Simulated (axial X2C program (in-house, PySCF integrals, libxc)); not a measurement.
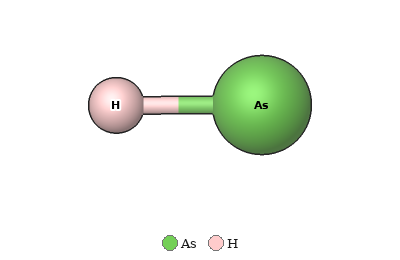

**Figure 1.** The molecule at the reference distance of 1.534 Å.

# Run report: AsH⁺, relativistic diatomic calculation

System: AsH⁺. The reference is closed-shell AsH²⁺; the roots are the vertical energy changes on adding an electron to it, which gives states of AsH⁺. The distance is the PBE0 minimum at charge 1.
Method: EOM-EA-CCSD, two-component X2C with atomic mean-field Coulomb and Gaunt terms, As dyall-acv3z, H dyall-av3z (cores contracted) (axial X2C program (in-house, PySCF integrals, libxc)).

Input file:
```
{"zs": [33, 1], "q": 1, "bas": ["dyall-acv3z", "dyall-av3z"], "r0": 1.53, "eom": "ea", "thr": -2.0, "nmax": 92, "grid": [1, 0.96, 1.045, 0.92, 1.09, 1.15]}
```

The line is the task of a batch: nuclear charges, charge, bases, a first guess of the distance and further settings. This report covers the levels named above. The log is that of the reference distance 1.534 Å.

Hardware: 1 thread of Arm Neoverse V1, 112 GiB of memory available, shared host.

The run was one of a batch that the task file lists, launched with:
```bash
python <driver script> task.json out
```

Log:
```
two-component X2C + atomic mean field  HF
basis functions 145  fitting functions 792  grid points 5072
iter        total energy     max residual
   1      -2257.917417290     2.41e-01
   2      -2257.934316397     7.92e-03
   3      -2257.934777461     4.98e-03
   4      -2257.934862342     7.98e-04
   5      -2257.934870327     1.11e-04
   6      -2257.934871083     4.20e-05
   7      -2257.934871329     3.07e-05
   8      -2257.934871544     1.45e-05
   9      -2257.934871610     2.06e-06
  10      -2257.934871611     5.08e-07
converged
one-electron -3142.61137161  Coulomb 956.58670687  exact exchange -82.48916618  xc functional 0.00000000  nuclear repulsion 11.38386438  atomic mean-field constant -0.80490508
correlated 4  virtual 216  natural virtual 92  E(MP2) -0.071450210  MP2 remainder -0.003457644
iter   CCSD correlation   residual
   1     -0.082280441   1.02e-01
   2     -0.089052406   4.31e-02
   3     -0.089341175   9.94e-03
   4     -0.089387351   2.89e-03
   5     -0.089366722   1.21e-03
   6     -0.089366329   3.99e-04
   7     -0.089368889   2.01e-04
   8     -0.089367372   1.29e-04
   9     -0.089367486   5.78e-05
  10     -0.089367911   2.19e-05
  11     -0.089368173   1.07e-05
  12     -0.089368024   3.92e-06
  13     -0.089367999   7.82e-07
  14     -0.089367993   2.38e-07
(T) -0.0013185915371366056  T1 0.0126  D1 0.0161  max T2 0.083
EOM-EA-CCSD roots
2*Omega      energy/Eh   energy/eV  one-particle weight
    1      -0.65589686    -17.8479      0.962
    1      -0.52710428    -14.3432      0.000
    1      -0.43352465    -11.7968      0.003
    1      -0.42580175    -11.5867      0.005
    1      -0.40407997    -10.9956      0.936
    3      -0.64912364    -17.6636      0.962
    3      -0.52653066    -14.3276      0.000
    3      -0.45491751    -12.3789      0.011
    3      -0.32613961     -8.8747      0.000
    5      -0.45485339    -12.3772      0.011
    5      -0.32324651     -8.7960      0.001
    7      -0.16137194     -4.3912      0.000
```

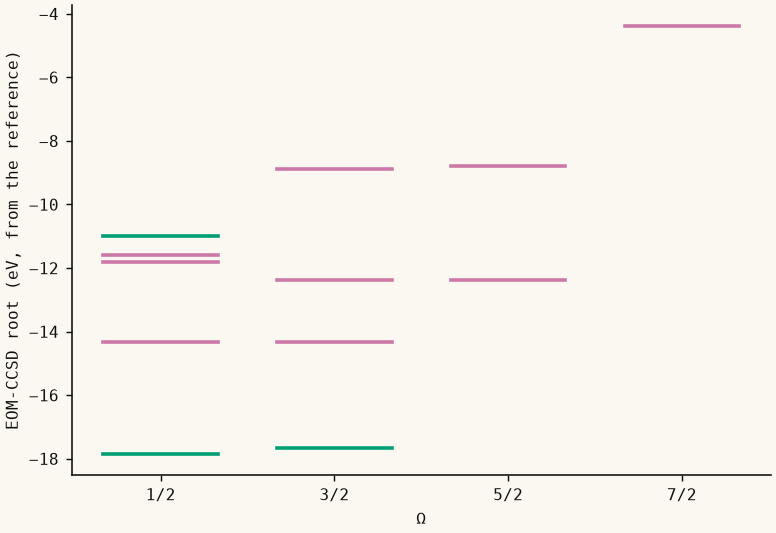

**Figure 2.** EOM-CCSD roots by Ω at 1.53 Å; roots whose one-particle weight is under 0.8 have the second colour. The lowest has Ω = 1/2 and lies at −17.848 eV, with one-particle weight 0.96. 9 of the 12 roots are less well described at this level.

Results in brief:

- outcome: converged
- HF energy of the reference AsH²⁺: −2257.93487 hartree
- MP2 energy of the reference AsH²⁺: −2258.00632 hartree
- CCSD energy of the reference AsH²⁺ (with the MP2 share of the virtual spinors left out of the coupled-cluster step): −2258.02770 hartree
- CCSD(T) energy of the reference AsH²⁺: −2258.02902 hartree
- T1 diagnostic (spinor form; for a closed shell √2 times the usual value): 0.013
- wall time: 3.2 s
- peak memory: 0.49 GiB
